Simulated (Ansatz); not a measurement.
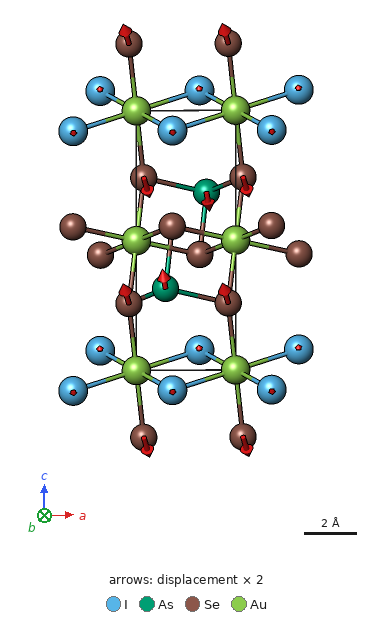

A relaxation of a crystal of AsAuSe₂I (a generated structure, set up in C2/m). The starting structure is drawn; red arrows show the displacements (the part carried along by the change of the cell is left out), 2 times their true length.

A ball-and-stick model of the cell of the calculation, seen along the b axis.

The start is a swapped structure.

The calculation used DFT, PAW plane waves, r2SCAN (Ansatz).

Input
```yaml
crystal:
  lattice:
    - [0.0, 4.042944, 0.0]
    - [6.671124, -2.021472, 0.0]
    - [0.224361, 0.0, -10.120153]
  atoms:
    - { symbol: I, position: [0.36336, 0.72672, 0.9229] }
    - { symbol: I, position: [0.63664, 0.27328, 0.0771] }
    - { symbol: As, position: [0.29385, 0.5877, 0.31524] }
    - { symbol: As, position: [0.70615, 0.4123, 0.68476] }
    - { symbol: Se, position: [0.07442, 0.14884, 0.74199] }
    - { symbol: Se, position: [0.92558, 0.85116, 0.25801] }
    - { symbol: Se, position: [0.3611, 0.7222, 0.55477] }
    - { symbol: Se, position: [0.6389, 0.2778, 0.44523] }
    - { symbol: Au, position: [0.0, 0.0, 0.5] }
    - { symbol: Au, position: [0.0, 0.0, 0.0] }
  symmetry: { tolerance: 0.0003 }
kpoints:
  mp_grid: { grid: [5, 5, 2], shift: [0, 0, 0] }
magnetization:
  spin_polarized: false
scf:
  occupations: { method: gaussian, width: 0.0138 }
  lower_state_search: "off"
hamiltonian:
  pseudopotentials: { kind: paw }
  xc: r2scan
basis:
  ecutwfc: 500
  fft_grid_basis: typed
relax:
  max_steps: 40
  cell: { p_target: 0.0 }
output:
  forces: true
  stress: true
  eigenvalues: true
  populations: true
  elf: true
  write_potential: true
  volumetric_format: npy
  dos:
    e_range: [-12, 8]
    de: 0.05
    projected: { site_lists: { As: [As], Au: [Au], I: [I], Se: [Se] } }
  bader: false
checkpoint:
  read: saved_state
```

Command:
```bash
ansatz run input.yaml --threads 2 --pin off --max-ram 3584MiB --backend cpu --events-out ev --progress --plain --runs-dir out
```

**What did the optimiser do to the structure, and how much energy did it gain?**

The largest moves relative to the cell, 0.57 Å, are those of Se5 and Se6. Se6 goes along [−1 −2 1]. Largest moves by element: Se 0.57 Å, As 0.44 Å, I 0.12 Å. Au stays in place. The drawn cell changes as follows: a 4.043 → 3.955 Å (−2.2 %), b 6.971 → 6.915 Å (−0.8 %), c 10.123 → 10.781 Å (+6.5 %), α 88.8° → 95.3°, γ 106.9° → 106.6°; the volume changes by +3.0 %. Near-neighbour distances that change, for instance: Se5–Au10 2.773 → 3.563 Å, As3–Se7 2.604 → 2.404 Å, Se5–Au9 2.663 → 2.506 Å, As3–Se6 2.732 → 2.628 Å. Bond angles that change, for instance: Au9–Se8–Au9 92.9° → 87.8°, Se7–Au9–Se8 87.1° → 92.2°, Se7–Au9–Se7 92.9° → 87.8°. The space group stays C2/m (No. 12). Over 12 accepted moves (14 points after the start) the energy falls by 78.6 meV per atom. Largest force component: 1.1 eV/Å at the start, 0.004 eV/Å at the end. The pressure goes from −3.59 to 0.01 GPa. The line search rejected the trial step at point 10 of the run. The SCF was repeated once at an unchanged geometry on a basis and grid sized afresh for the cell, which shifted the energy by 0.3 meV per atom at most. Cost: 5.3 min on 2 threads of Intel(R) Xeon(R) 6975P-C (Granite Rapids), on a shared host, peak memory 1.6 GiB.
